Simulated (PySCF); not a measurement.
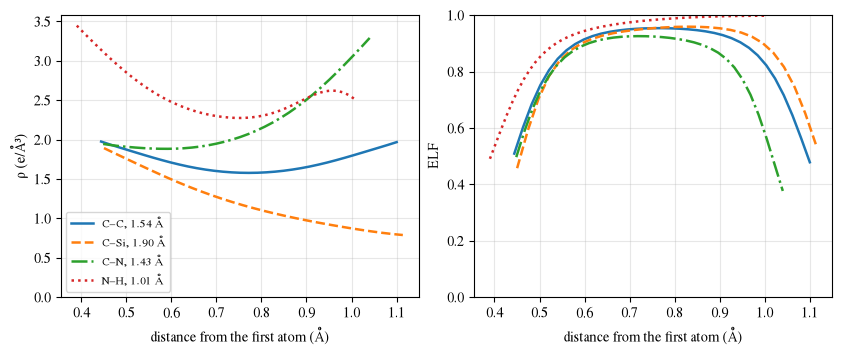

C3H9NSi. Total electron density and ELF along straight lines between neighbouring atoms. The curves leave out the atomic cores.

Geometry: PBE0-D3(BJ)/def2-SVP.

These are results of PBE0/pcSseg-1, SCF density, gas phase, non-relativistic (PySCF), not measurements.

```xyz
14

C    -0.9592   -0.7922    0.4859
C    -1.2167    0.5667   -0.2011
Si    0.5254    1.3021   -0.3395
C     1.4185   -0.3452    0.0652
N     0.3321   -1.2860    0.1017
H    -1.7285   -1.5352    0.2205
H    -1.0420   -0.6481    1.5866
H    -1.6127    0.4129   -1.2185
H    -1.9349    1.1934    0.3488
H     0.8324    1.8216   -1.7089
H     0.8141    2.3927    0.6456
H     2.1510   -0.6035   -0.7177
H     1.9879   -0.2700    1.0176
H     0.4326   -2.2091   -0.2861
```

**What can be read from the curves?**

C–C (1.54 Å): the density is about 1.6 e/Å³ at the midpoint; the ELF peaks at about 0.95 between the atoms, as expected for a covalent bond.
C–Si (1.90 Å): ρ at the midpoint is about 0.92 e/Å³; the ELF peaks at about 0.95 between the atoms, as expected for a shared electron pair.
C–N (1.43 Å): ρ at the midpoint is about 2 e/Å³; the ELF peaks at about 0.95 between the atoms, as expected for localised, covalent bonding.
N–H (1.01 Å): the density is about 2.8 e/Å³ at the midpoint; the ELF climbs to about 1 towards the hydrogen, as it does in any bond to H; a covalent bond by its length.
